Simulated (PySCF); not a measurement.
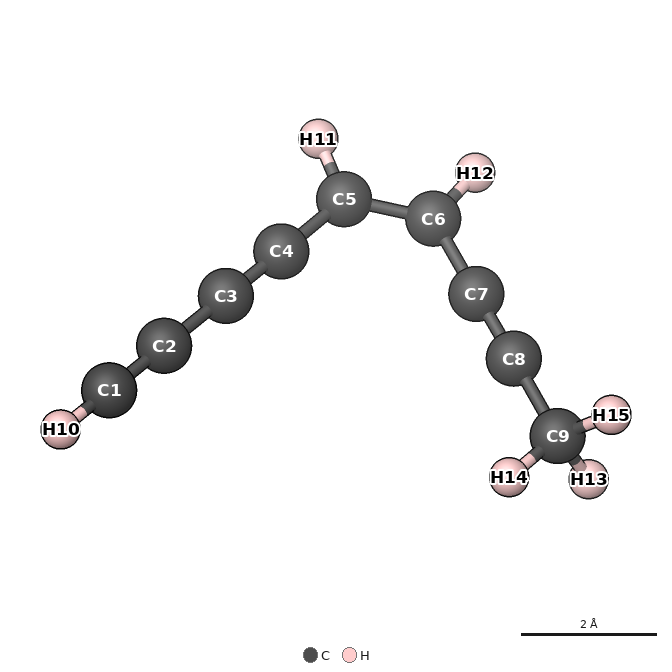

Orthographic view with a scale bar. The geometry was computed by an optimisation with PBE0-D3(BJ)/def2-SVP. No frequency run is at hand to confirm it as a minimum.

Write Cartesian coordinates in Å in the frame of the picture: x to the right, y up, z towards the viewer, origin at the mean of the atomic positions.

```xyz
15
C9H6
C   -3.99  -0.94   1.53
C   -3.17  -0.28   0.91
C   -2.26   0.46   0.22
C   -1.43   1.12  -0.40
C   -0.50   1.89  -1.12
C    0.82   1.60  -1.24
C    1.46   0.49  -0.65
C    2.02  -0.47  -0.15
C    2.67  -1.62   0.45
H   -4.71  -1.52   2.07
H   -0.88   2.79  -1.62
H    1.44   2.29  -1.82
H    3.13  -2.26  -0.32
H    1.95  -2.23   1.01
H    3.46  -1.31   1.14
```
